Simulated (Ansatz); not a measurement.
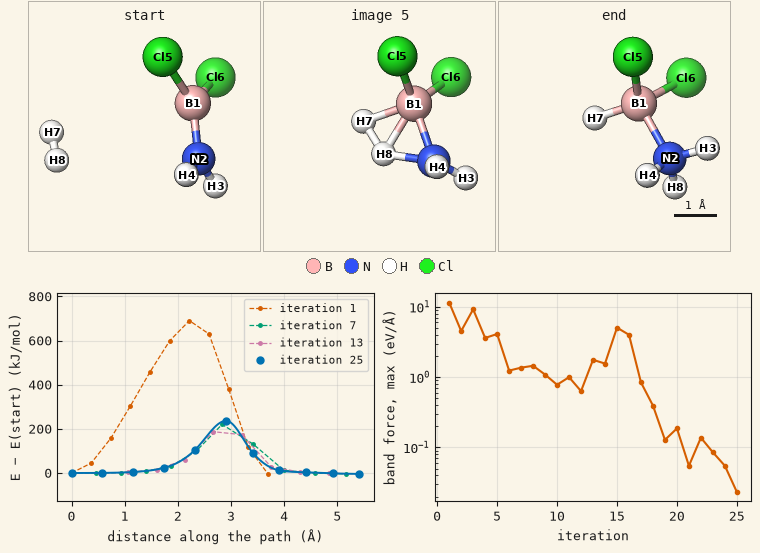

A nudged-elastic-band calculation for BNH₄Cl₂, made up at the start of BNH$_{2}$Cl$_{2}$ and H2. Images are numbered from 0 (start) to 10 (end). The plot follows the band through its iterations. A ball-and-stick model, seen at a tilt.

Level of theory: RHF/def2-SVP in Ansatz 0.2.0. Run with 9 movable images; climbing image; force threshold 0.03 eV/Å; iteration limit 60; starting path by straight interpolation.

Question: How did the profile develop, and is the result final?

Answer: The run is converged, with reservations. The band converged in 25 iterations. The largest component of the band force went from 12 to 0.023 eV/Å. The climbing image converged on the top of the path. Its curvatures weren't checked. The straight starting path can push atoms close together and costs iterations. The first iteration put the highest image at 690.5 kJ/mol. The energy climbs by 236.7 kJ/mol to image 5 and then falls by 240.7 kJ/mol, so the end point sits at −4.0 kJ/mol.

Limits of the set-up: the start holds two separate molecules, 3.8 Å apart at their closest, whose relative position is a soft coordinate and is computed without a dispersion correction; Hartree-Fock leaves out electron correlation.
